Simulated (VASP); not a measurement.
Band structure of ZrS₂ (1T layered). Level of theory: vdW-DF2, VASP's PBE PAW potentials (set 64) (plane waves; VASP).

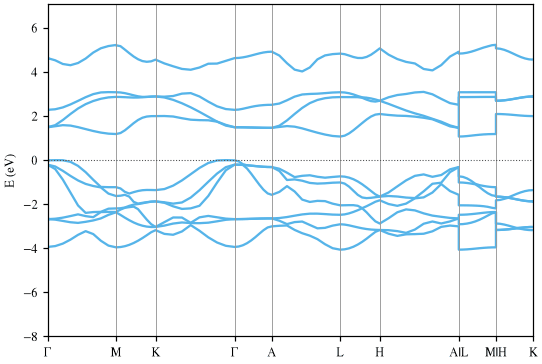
Figure. Bands along high-symmetry lines, zero at the valence-band maximum or, without a gap, the Fermi level

Q: Read the plot: is there a gap, and where are the band edges?

A: The gap is indirect, 1.07 eV, from the valence maximum at K-Γ at 0.89 to the conduction minimum at L. (Edges off the drawn lines would not show.)

Measured: gap 1.70 eV (computed value off by -0.63 eV), as given by Miłosz Rybak et al., Nanomaterials (2022), arXiv:2210.12074.

The compound is ZrS2 in the 1T layered structure. It was relaxed first, which changed the volume by +10 %.
